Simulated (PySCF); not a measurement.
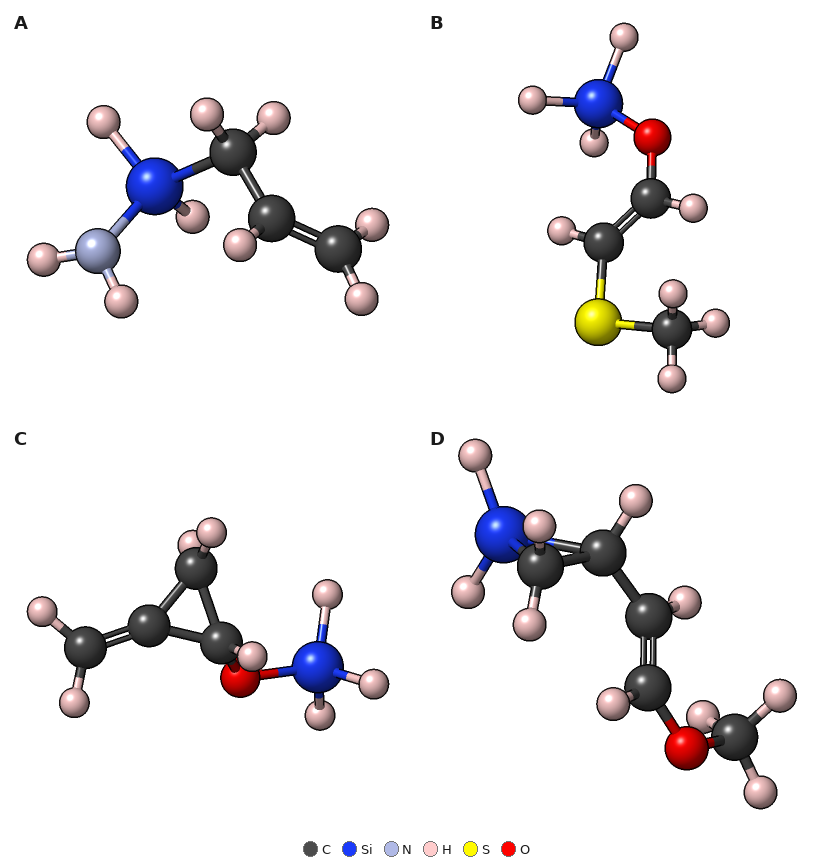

Figure made from data computed with PySCF.

### Match each picture to its SMILES.
(1) C=C1C[C@@H]1O[SiH3]
(2) CO/C=C/[C@@H]1C[SiH2]1
(3) C=CC[SiH2]N
(4) CS/C=C/O[SiH3]

A is (3), B is (4), C is (1), D is (2).
